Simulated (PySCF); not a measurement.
# Br, Br⁺, Br²⁺: ionisation energies in x2c-QZVPPall plus 1 even-tempered diffuse shell per l

Aim: the ionisation energy of bromine from differences of total energies, at each level of theory, and how far each lands from the tabulated value where there is one.

Program: PySCF 2.14.0. Level of theory: unrestricted determinants in a Gaussian basis, no spin-orbit coupling in the energies. These are calculated values, not measurements, unless marked.

### Step 1. Starting point

| Property | Result |
| --- | --- |
| Element | bromine (Z = 35) |
| Basis | x2c-QZVPPall with one added diffuse shell each of s, p, d, f type (12s9p6d5f1g, 113 functions) |
| Hamiltonian | the spin-free X2C one-electron Hamiltonian (Gaussian nucleus) |
| State 1 | Br: [Ar] 3d10 4s2 4p5, 2P determinant |
| State 2 | Br⁺: [Ar] 3d10 4s2 4p4, high-spin 3P determinant |
| State 3 | Br²⁺: [Ar] 3d10 4s2 4p3, high-spin 4S determinant |
| Methods | UHF, LDA, PBE, PBE0, r2SCAN, B2PLYP, CAM-B3LYP, r2SCANh, MP2 |
| Core shells frozen in the correlated runs | valence: [Ar] 3d10; valence and next inner shell: [Ne] (for Br) |

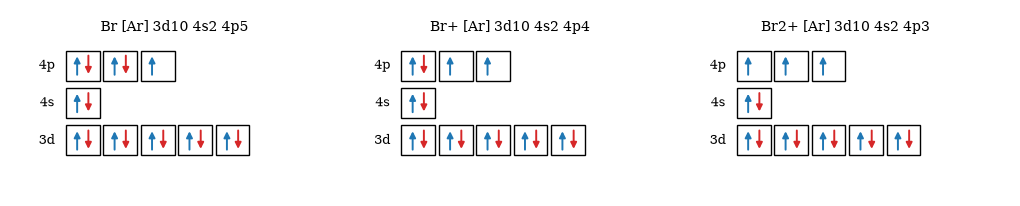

Occupation of the outer shells (arrows by Hund's rule).

One driver process ran all states and methods and kept the integrals in memory. Each run is shown as a PySCF script that sums up its settings (the driver passes frozen orbitals as a list and adds second-order terms of double hybrids); the logs are those of the runs themselves. The driver starts from symmetry-adapted Hartree-Fock orbitals, holds the occupation by maximum overlap and uses a logarithmic radial grid for functionals, so a plain start would take other cycles.

The driver's launch:

```
> OMP_NUM_THREADS=1 python atomrun2.py TASK.json OUT
```

The integrals over 113 functions and the set-up took 2.9 s of CPU time.

### Step 2. Br

**UHF**

input.py reads:

```python
from pyscf import gto, scf, dft, mp, cc
import basis_set_exchange as bse
mol = gto.M(atom="Br 0 0 0", charge=0, spin=1, symmetry="D2h",
            basis=gto.basis.parse(bse.get_basis("x2c-QZVPPall", elements=["Br"], fmt="nwchem", header=False, augment_diffuse=1)),
            nucmod="G")
mf = scf.UHF(mol).sfx2c1e()
mf.irrep_nelec = {'Ag': (6, 6), 'B1g': (1, 1), 'B2g': (1, 1), 'B3g': (1, 1), 'B1u': (3, 3), 'B2u': (3, 3), 'B3u': (3, 2)}
mf.kernel()
```

The log of the run:

```text
damping factor = 0
level_shift factor = 0
DIIS = <class 'pyscf.scf.diis.CDIIS'>
diis_start_cycle = 1
diis_space = 10
diis_damp = 0
SCF conv_tol = 1e-09
SCF conv_tol_grad = None
number electrons alpha = 18  beta = 17
cycle= 1 E= -2604.50223121711  delta_E= -0.00539  |g|= 0.0291  |ddm|= 0.0517
cycle= 2 E= -2604.50286777155  delta_E= -0.000637  |g|= 0.0109  |ddm|= 0.0183
cycle= 3 E= -2604.50297834734  delta_E= -0.000111  |g|= 0.00102  |ddm|= 0.0115
cycle= 4 E= -2604.50297935925  delta_E= -1.01e-06  |g|= 0.000575  |ddm|= 0.00134
cycle= 5 E= -2604.50297952346  delta_E= -1.64e-07  |g|= 0.000146  |ddm|= 0.000551
cycle= 6 E= -2604.50297956201  delta_E= -3.85e-08  |g|= 3.75e-05  |ddm|= 0.000388
cycle= 7 E= -2604.50297956376  delta_E= -1.75e-09  |g|= 8.42e-06  |ddm|= 8.96e-05
cycle= 8 E= -2604.50297956382  delta_E= -6.14e-11  |g|= 1.42e-06  |ddm|= 1.52e-05
converged SCF energy = -2604.50297956382  <S^2> = 0.75919369  2S+1 = 2.0091727
```

It used 6.2 s of CPU time after the integrals (shared host).

The occupied shells:

```
shell  electrons  mean orbital energy (eV)  spread (eV)  rms radius (bohr)
 1s α          1                  -13557.5            0             0.0492
 1s β          1                  -13557.4            0             0.0492
 2s α          1                   -1825.8            0              0.205
 2s β          1                   -1825.8            0              0.205
 2p α          3                   -1605.4        0.203              0.183
 2p β          3                   -1605.3        0.099              0.183
 3s α          1                   -277.54            0              0.588
 3s β          1                   -277.32            0              0.588
 3p α          3                   -205.53        0.618              0.607
 3p β          3                   -205.23        0.132              0.607
 3d α          5                   -85.904        0.582              0.651
 3d β          5                   -85.750        0.293              0.651
 4s α          1                   -29.277            0               1.83
 4s β          1                   -26.367            0               1.83
 4p α          3                   -12.967        1.884               2.28
 4p β          2                   -11.782            0               2.28
```

⟨S²⟩ = 0.759, ⟨L²⟩ = 2.04.

Spin-orbit constants on these orbitals (cm⁻¹; bare nucleus, screened nucleus, mean field): 4p 2568, 2421, n/a. To first order in LS coupling the lowest level has J = 3/2 and lies 0.150 eV below the centre of the term.

**LDA**

Changes to input.py:

```diff
@@ -5,3 +5,3 @@
             nucmod="G")
-mf = scf.UHF(mol).sfx2c1e()
+mf = dft.UKS(mol, xc="LDA,VWN").sfx2c1e()
 mf.irrep_nelec = {'Ag': (6, 6), 'B1g': (1, 1), 'B2g': (1, 1), 'B3g': (1, 1), 'B1u': (3, 3), 'B2u': (3, 3), 'B3u': (3, 2)}
```

The log of the run:

```text
damping factor = 0
level_shift factor = 0
DIIS = <class 'pyscf.scf.diis.CDIIS'>
diis_start_cycle = 1
diis_space = 10
diis_damp = 0
SCF conv_tol = 1e-09
SCF conv_tol_grad = None
number electrons alpha = 18  beta = 17
XC functionals = LDA,VWN
    P. A. M. Dirac.,  Math. Proc. Cambridge Philos. Soc. 26, 376 (1930)
    F. Bloch.,  Z. Phys. 57, 545 (1929)
    S. H. Vosko, L. Wilk, and M. Nusair.,  Can. J. Phys. 58, 1200 (1980)
cycle= 1 E= -2602.58707810927  delta_E= -0.0408  |g|= 0.131  |ddm|= 0.203
cycle= 2 E= -2602.5872005816  delta_E= -0.000122  |g|= 0.135  |ddm|= 0.0444
cycle= 3 E= -2602.5882634754  delta_E= -0.00106  |g|= 0.00672  |ddm|= 0.0202
cycle= 4 E= -2602.58827465285  delta_E= -1.12e-05  |g|= 0.00399  |ddm|= 0.00929
cycle= 5 E= -2602.58827996693  delta_E= -5.31e-06  |g|= 0.000182  |ddm|= 0.00338
cycle= 6 E= -2602.58827997269  delta_E= -5.77e-09  |g|= 9.25e-06  |ddm|= 8.14e-05
cycle= 7 E= -2602.58827997274  delta_E= -4.91e-11  |g|= 1.69e-06  |ddm|= 1.26e-05
converged SCF energy = -2602.58827997274  <S^2> = 0.75125411  2S+1 = 2.0012537
```

It used 2.3 s of CPU time after the integrals (shared host).

**PBE**

Changes to input.py:

```diff
@@ -5,3 +5,3 @@
             nucmod="G")
-mf = dft.UKS(mol, xc="LDA,VWN").sfx2c1e()
+mf = dft.UKS(mol, xc="PBE").sfx2c1e()
 mf.irrep_nelec = {'Ag': (6, 6), 'B1g': (1, 1), 'B2g': (1, 1), 'B3g': (1, 1), 'B1u': (3, 3), 'B2u': (3, 3), 'B3u': (3, 2)}
```

The log of the run:

```text
damping factor = 0
level_shift factor = 0
DIIS = <class 'pyscf.scf.diis.CDIIS'>
diis_start_cycle = 1
diis_space = 10
diis_damp = 0
SCF conv_tol = 1e-09
SCF conv_tol_grad = None
number electrons alpha = 18  beta = 17
XC functionals = PBE
    J. P. Perdew, K. Burke, and M. Ernzerhof.,  Phys. Rev. Lett. 77, 3865 (1996)
    J. P. Perdew, K. Burke, and M. Ernzerhof.,  Phys. Rev. Lett. 78, 1396 (1997)
    J. P. Perdew, K. Burke, and M. Ernzerhof.,  Phys. Rev. Lett. 77, 3865 (1996)
    J. P. Perdew, K. Burke, and M. Ernzerhof.,  Phys. Rev. Lett. 78, 1396 (1997)
cycle= 1 E= -2605.9575007288  delta_E= -0.027  |g|= 0.0885  |ddm|= 0.181
cycle= 2 E= -2605.95756344855  delta_E= -6.27e-05  |g|= 0.0975  |ddm|= 0.0358
cycle= 3 E= -2605.95816168149  delta_E= -0.000598  |g|= 0.00321  |ddm|= 0.0158
cycle= 4 E= -2605.9581654642  delta_E= -3.78e-06  |g|= 0.00217  |ddm|= 0.00518
cycle= 5 E= -2605.95816695913  delta_E= -1.49e-06  |g|= 0.000202  |ddm|= 0.00189
cycle= 6 E= -2605.95816697436  delta_E= -1.52e-08  |g|= 1.6e-05  |ddm|= 0.000189
cycle= 7 E= -2605.95816697452  delta_E= -1.63e-10  |g|= 1.56e-06  |ddm|= 1.96e-05
converged SCF energy = -2605.95816697452  <S^2> = 0.75251801  2S+1 = 2.0025164
```

It used 3.4 s of CPU time after the integrals (shared host).

**PBE0**

Changes to input.py:

```diff
@@ -5,3 +5,3 @@
             nucmod="G")
-mf = dft.UKS(mol, xc="PBE").sfx2c1e()
+mf = dft.UKS(mol, xc="PBE0").sfx2c1e()
 mf.irrep_nelec = {'Ag': (6, 6), 'B1g': (1, 1), 'B2g': (1, 1), 'B3g': (1, 1), 'B1u': (3, 3), 'B2u': (3, 3), 'B3u': (3, 2)}
```

The log of the run:

```text
damping factor = 0
level_shift factor = 0
DIIS = <class 'pyscf.scf.diis.CDIIS'>
diis_start_cycle = 1
diis_space = 10
diis_damp = 0
SCF conv_tol = 1e-09
SCF conv_tol_grad = None
number electrons alpha = 18  beta = 17
XC functionals = PBE0
    C. Adamo and V. Barone.,  J. Chem. Phys. 110, 6158 (1999)
    M. Ernzerhof and G. E. Scuseria.,  J. Chem. Phys. 110, 5029 (1999)
cycle= 1 E= -2606.01173623492  delta_E= -0.0162  |g|= 0.0479  |ddm|= 0.135
cycle= 2 E= -2606.01188909374  delta_E= -0.000153  |g|= 0.0407  |ddm|= 0.0207
cycle= 3 E= -2606.0119881065  delta_E= -9.9e-05  |g|= 0.00288  |ddm|= 0.00608
cycle= 4 E= -2606.01199050922  delta_E= -2.4e-06  |g|= 0.000918  |ddm|= 0.00266
cycle= 5 E= -2606.01199080347  delta_E= -2.94e-07  |g|= 0.000276  |ddm|= 0.000873
cycle= 6 E= -2606.01199082456  delta_E= -2.11e-08  |g|= 1.97e-05  |ddm|= 0.000205
cycle= 7 E= -2606.01199082471  delta_E= -1.5e-10  |g|= 1.73e-06  |ddm|= 2.18e-05
converged SCF energy = -2606.01199082471  <S^2> = 0.75349528  2S+1 = 2.0034922
```

CPU time 4.9 s on a shared host, the integrals not counted.

**r2SCAN**

Changes to input.py:

```diff
@@ -5,3 +5,3 @@
             nucmod="G")
-mf = dft.UKS(mol, xc="PBE0").sfx2c1e()
+mf = dft.UKS(mol, xc="R2SCAN").sfx2c1e()
 mf.irrep_nelec = {'Ag': (6, 6), 'B1g': (1, 1), 'B2g': (1, 1), 'B3g': (1, 1), 'B1u': (3, 3), 'B2u': (3, 3), 'B3u': (3, 2)}
```

The log of the run:

```text
damping factor = 0
level_shift factor = 0
DIIS = <class 'pyscf.scf.diis.CDIIS'>
diis_start_cycle = 1
diis_space = 10
diis_damp = 0
SCF conv_tol = 1e-09
SCF conv_tol_grad = None
number electrons alpha = 18  beta = 17
XC functionals = R2SCAN
    J. W. Furness, A. D. Kaplan, J. Ning, J. P. Perdew, and J. Sun.,  J. Phys. Chem. Lett. 11, 8208-8215 (2020)
    J. W. Furness, A. D. Kaplan, J. Ning, J. P. Perdew, and J. Sun.,  J. Phys. Chem. Lett. 11, 9248-9248 (2020)
    J. W. Furness, A. D. Kaplan, J. Ning, J. P. Perdew, and J. Sun.,  J. Phys. Chem. Lett. 11, 8208-8215 (2020)
    J. W. Furness, A. D. Kaplan, J. Ning, J. P. Perdew, and J. Sun.,  J. Phys. Chem. Lett. 11, 9248-9248 (2020)
cycle= 1 E= -2606.28401516326  delta_E= -0.0174  |g|= 0.0655  |ddm|= 0.125
cycle= 2 E= -2606.28419706379  delta_E= -0.000182  |g|= 0.0608  |ddm|= 0.0292
cycle= 3 E= -2606.28441536727  delta_E= -0.000218  |g|= 0.00354  |ddm|= 0.00877
cycle= 4 E= -2606.28441900442  delta_E= -3.64e-06  |g|= 0.00169  |ddm|= 0.00415
cycle= 5 E= -2606.28441983323  delta_E= -8.29e-07  |g|= 0.000289  |ddm|= 0.00139
cycle= 6 E= -2606.28441985899  delta_E= -2.58e-08  |g|= 2.03e-05  |ddm|= 0.000258
cycle= 7 E= -2606.2844198593  delta_E= -3.09e-10  |g|= 2.7e-06  |ddm|= 3.81e-05
converged SCF energy = -2606.2844198593  <S^2> = 0.75467258  2S+1 = 2.0046671
```

It used 8.3 s of CPU time after the integrals (shared host).

**B2PLYP**

Changes to input.py:

```diff
@@ -5,3 +5,3 @@
             nucmod="G")
-mf = dft.UKS(mol, xc="R2SCAN").sfx2c1e()
+mf = dft.UKS(mol, xc="0.53*HF + 0.47*B88, 0.73*LYP").sfx2c1e()
 mf.irrep_nelec = {'Ag': (6, 6), 'B1g': (1, 1), 'B2g': (1, 1), 'B3g': (1, 1), 'B1u': (3, 3), 'B2u': (3, 3), 'B3u': (3, 2)}
```

The log of the run:

```text
damping factor = 0
level_shift factor = 0
DIIS = <class 'pyscf.scf.diis.CDIIS'>
diis_start_cycle = 1
diis_space = 10
diis_damp = 0
SCF conv_tol = 1e-09
SCF conv_tol_grad = None
number electrons alpha = 18  beta = 17
XC functionals = 0.53*HF + 0.47*B88, 0.73*LYP
    A. D. Becke.,  Phys. Rev. A 38, 3098 (1988)
    C. Lee, W. Yang, and R. G. Parr.,  Phys. Rev. B 37, 785 (1988)
    B. Miehlich, A. Savin, H. Stoll, and H. Preuss.,  Chem. Phys. Lett. 157, 200 (1989)
cycle= 1 E= -2605.82334186296  delta_E= -0.01  |g|= 0.0299  |ddm|= 0.0947
cycle= 2 E= -2605.82354656326  delta_E= -0.000205  |g|= 0.0163  |ddm|= 0.0162
cycle= 3 E= -2605.82357151831  delta_E= -2.5e-05  |g|= 0.00479  |ddm|= 0.00359
cycle= 4 E= -2605.82357647392  delta_E= -4.96e-06  |g|= 0.000545  |ddm|= 0.00237
cycle= 5 E= -2605.82357672267  delta_E= -2.49e-07  |g|= 0.000131  |ddm|= 0.000704
cycle= 6 E= -2605.82357673116  delta_E= -8.49e-09  |g|= 3.71e-05  |ddm|= 0.000141
cycle= 7 E= -2605.82357673194  delta_E= -7.78e-10  |g|= 5.78e-06  |ddm|= 5.06e-05
converged SCF energy = -2605.82357673194  <S^2> = 0.75441607  2S+1 = 2.0044112
```

CPU time 6.7 s on a shared host, the integrals not counted.

Script and log cover the SCF part. The PT2 part, added by the driver, -0.17913 hartree before scaling by 0.27, brings the total to -2605.871942 hartree.

**CAM-B3LYP**

Changes to input.py:

```diff
@@ -5,3 +5,3 @@
             nucmod="G")
-mf = dft.UKS(mol, xc="0.53*HF + 0.47*B88, 0.73*LYP").sfx2c1e()
+mf = dft.UKS(mol, xc="CAMB3LYP").sfx2c1e()
 mf.irrep_nelec = {'Ag': (6, 6), 'B1g': (1, 1), 'B2g': (1, 1), 'B3g': (1, 1), 'B1u': (3, 3), 'B2u': (3, 3), 'B3u': (3, 2)}
```

The log of the run:

```text
damping factor = 0
level_shift factor = 0
DIIS = <class 'pyscf.scf.diis.CDIIS'>
diis_start_cycle = 1
diis_space = 10
diis_damp = 0
SCF conv_tol = 1e-09
SCF conv_tol_grad = None
number electrons alpha = 18  beta = 17
XC functionals = CAMB3LYP
    T. Yanai, D. P. Tew, and N. C. Handy.,  Chem. Phys. Lett. 393, 51 (2004)
cycle= 1 E= -2606.4638267609  delta_E= -0.0224  |g|= 0.0523  |ddm|= 0.148
cycle= 2 E= -2606.46399433578  delta_E= -0.000168  |g|= 0.0438  |ddm|= 0.0245
cycle= 3 E= -2606.46411374365  delta_E= -0.000119  |g|= 0.00364  |ddm|= 0.00682
cycle= 4 E= -2606.46411692134  delta_E= -3.18e-06  |g|= 0.000565  |ddm|= 0.00257
cycle= 5 E= -2606.46411715337  delta_E= -2.32e-07  |g|= 0.000242  |ddm|= 0.000658
cycle= 6 E= -2606.46411717289  delta_E= -1.95e-08  |g|= 4.03e-05  |ddm|= 0.000211
cycle= 7 E= -2606.46411717356  delta_E= -6.66e-10  |g|= 3.79e-06  |ddm|= 4.43e-05
converged SCF energy = -2606.46411717356  <S^2> = 0.75257114  2S+1 = 2.0025695
```

CPU time 9.3 s on a shared host, the integrals not counted.

**r2SCANh**

Changes to input.py:

```diff
@@ -5,3 +5,3 @@
             nucmod="G")
-mf = dft.UKS(mol, xc="CAMB3LYP").sfx2c1e()
+mf = dft.UKS(mol, xc="HYB_MGGA_XC_R2SCANH").sfx2c1e()
 mf.irrep_nelec = {'Ag': (6, 6), 'B1g': (1, 1), 'B2g': (1, 1), 'B3g': (1, 1), 'B1u': (3, 3), 'B2u': (3, 3), 'B3u': (3, 2)}
```

The log of the run:

```text
damping factor = 0
level_shift factor = 0
DIIS = <class 'pyscf.scf.diis.CDIIS'>
diis_start_cycle = 1
diis_space = 10
diis_damp = 0
SCF conv_tol = 1e-09
SCF conv_tol_grad = None
number electrons alpha = 18  beta = 17
XC functionals = HYB_MGGA_XC_R2SCANH
    M. Bursch, H. Neugebauer, S. Ehlert, and S. Grimme.,  J. Chem. Phys. 156, 134105 (2022)
cycle= 1 E= -2606.2753041366  delta_E= -0.0151  |g|= 0.0531  |ddm|= 0.117
cycle= 2 E= -2606.27549464268  delta_E= -0.000191  |g|= 0.0444  |ddm|= 0.025
cycle= 3 E= -2606.27561005594  delta_E= -0.000115  |g|= 0.00366  |ddm|= 0.00641
cycle= 4 E= -2606.27561348589  delta_E= -3.43e-06  |g|= 0.00137  |ddm|= 0.00343
cycle= 5 E= -2606.27561406022  delta_E= -5.74e-07  |g|= 0.000292  |ddm|= 0.00117
cycle= 6 E= -2606.27561408735  delta_E= -2.71e-08  |g|= 2.34e-05  |ddm|= 0.000261
cycle= 7 E= -2606.2756140878  delta_E= -4.48e-10  |g|= 3.17e-06  |ddm|= 4.52e-05
converged SCF energy = -2606.2756140878  <S^2> = 0.75486656  2S+1 = 2.0048607
```

It used 9.8 s of CPU time after the integrals (shared host).

**MP2 (valence)**

Changes to input.py:

```diff
@@ -5,4 +5,5 @@
             nucmod="G")
-mf = dft.UKS(mol, xc="HYB_MGGA_XC_R2SCANH").sfx2c1e()
+mf = scf.UHF(mol).sfx2c1e()
 mf.irrep_nelec = {'Ag': (6, 6), 'B1g': (1, 1), 'B2g': (1, 1), 'B3g': (1, 1), 'B1u': (3, 3), 'B2u': (3, 3), 'B3u': (3, 2)}
 mf.kernel()
+mp.UMP2(mf, frozen=14).kernel()
```

The driver printed no log here.

CPU time 1.7 s on a shared host, the integrals not counted.

With 7 electrons correlated, the MP2 correlation energy is -0.14979 hartree (-0.03202 same spin, -0.11777 opposite spin); the SCS form gives -0.15200. Largest pairs of shells: 4p-4p -0.0896, 4s-4p -0.0512, 4s-4s -0.0090.

### Step 3. Br, continued

**MP2 (valence and next inner shell)**

input.py, as its differences from that of step 2:

```diff
@@ -8,2 +8,2 @@
 mf.kernel()
-mp.UMP2(mf, frozen=14).kernel()
+mp.UMP2(mf, frozen=5).kernel()
```

The driver printed no log here.

CPU time 3.4 s on a shared host, the integrals not counted.

With 25 electrons correlated, the MP2 correlation energy is -0.91599 hartree (-0.30662 same spin, -0.60937 opposite spin); the SCS form gives -0.83345. Largest pairs of shells: 3d-3d -0.3738, 3p-3d -0.1583, 4p-4p -0.0896, 3d-4p -0.0666, 4s-4p -0.0512.

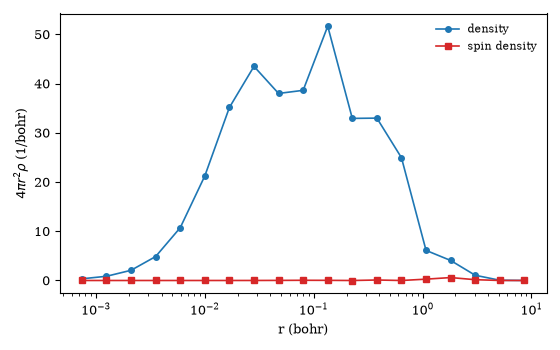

Radial density 4πr²ρ of Br at UHF, at 19 stored radii joined by straight lines.

[end of part 1 of 3]
